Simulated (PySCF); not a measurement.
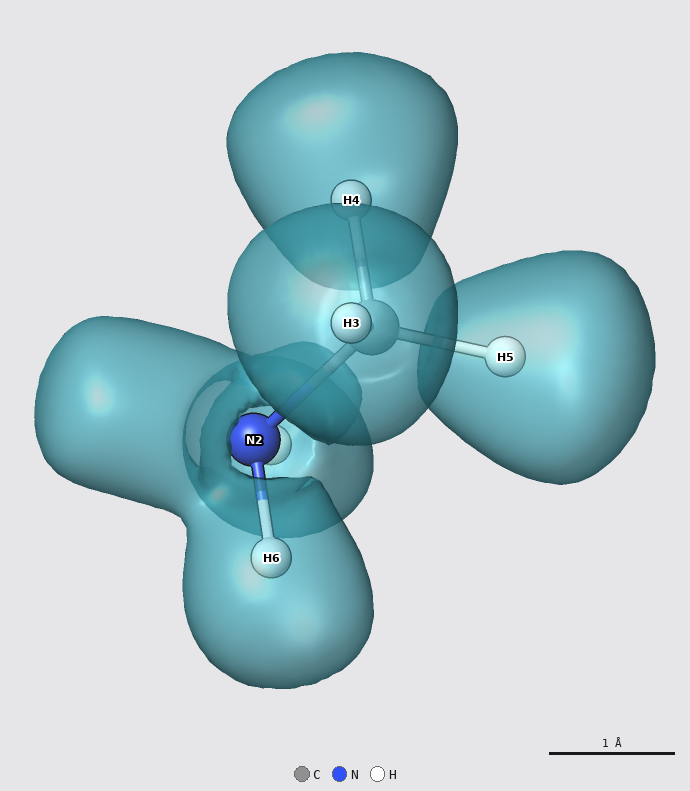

Figure 1: CH5N (methylamine). Isosurface of the ELF at 0.75 (cyan), seen at an oblique angle. Only the valence region is drawn (cores and ρ < 0.01 e/Å³ removed).

Geometry: PBE0-D3(BJ)/def2-SVP.

The calculation used PySCF 2.14.0, density-fitted response routines, DFT single point, gas phase, functional M06-2X.

The calculation's input:

```
{"job": {"kind": "sp", "xc": "M06-2X", "basis": "def2-TZVP", "grid": 3}, "charge": 0, "multiplicity": 1}
C     -0.551264     0.092027    -0.038787
N      0.865088    -0.068764    -0.286190
H     -1.123929    -0.589768    -0.687920
H     -0.863863     1.113536    -0.308995
H     -0.891357    -0.087770     1.003381
H      1.164729    -1.010593    -0.043493
H      1.403996     0.558845     0.306577
```

Run with:

```sh
OMP_NUM_THREADS=1 python redox_run.py task.json out
```

Question: Identify the bonds, lone pairs and shells in this picture.

Answer: The ELF exceeds this value in three regions around hydrogen nuclei and one joined region spread over several atoms (H, N), in which their bonds and any lone pairs are merged.

Values along the shortest contacts:
C–N (1.45 Å): the ELF peaks at about 0.90 between the atoms; a shared electron pair. N–H (1.02 Å): the ELF climbs to about 1 towards the hydrogen, as it does in any bond to H; an ordinary covalent bond to hydrogen.
